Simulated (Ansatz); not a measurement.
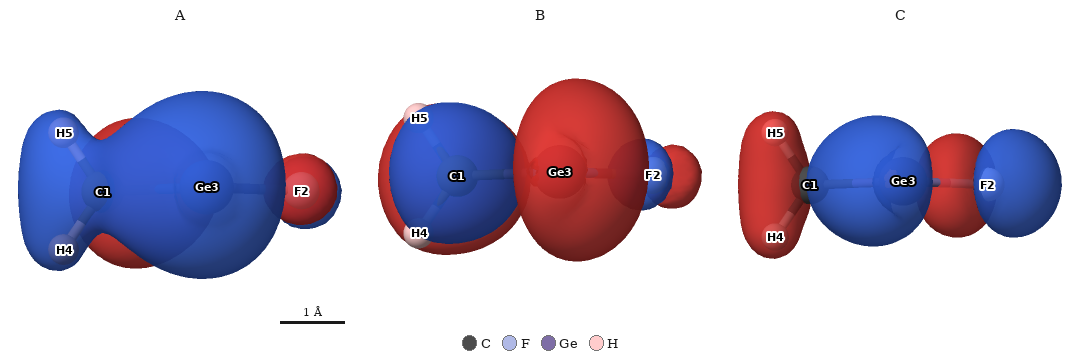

*CH$_{2}$FGe (SMILES [CH2]=[Ge+][F]) (charge +1). Three frontier orbitals at ±0.1 Å⁻³ᐟ² (red and blue are the two phases), in no order.*

Geometry: PBE0-D3(BJ)/def2-SVP.

The calculation used isolated molecule in a Gaussian basis; Kohn-Sham density functional theory, functional PBE0 in Ansatz.

The calculation's input:

```
crystal:
  periodic: [false, false, false]
  atoms:
    - {symbol: C, position_ang: [0.868346, -0.138550, 0.312614]}
    - {symbol: F, position_ang: [-1.451172, -1.135126, -1.519263]}
    - {symbol: Ge, position_ang: [-0.936456, -0.103537, -0.279285]}
    - {symbol: H, position_ang: [1.454369, 0.778309, 0.105948]}
    - {symbol: H, position_ang: [1.022094, -0.499505, 1.348396]}
basis:
  gaussian:
    orbitals: def2-TZVPD
total_charge: 1
hamiltonian:
  xc: {name: PBE0}
output: {forces: true, orbitals: {seedname: orbitals}}
```

Run with:

```sh
ansatz run input.yaml --threads 1 --pin off --max-ram 2610MiB --events-out events.jsonl --progress --plain --runs-dir runs
```

Question: Order the three orbitals by energy and name them.

Answer: C is the HOMO−1 (−18.16 eV). Its weight (Hirshfeld) is mainly on F2 (about 60 %), Ge3 (about 20 %) and C1 (about 15 %). A is the HOMO (−14.34 eV). By Hirshfeld shares it lies mainly on Ge3 (about 45 %), C1 (about 40 %) and F2 (about 5 %). B is the LUMO (−10.80 eV). It lies mainly on C1 (about 50 %), Ge3 (about 35 %) and F2 (about 5 %).

Question: What is the HOMO–LUMO gap?

Answer: 3.54 eV between the orbital energies.
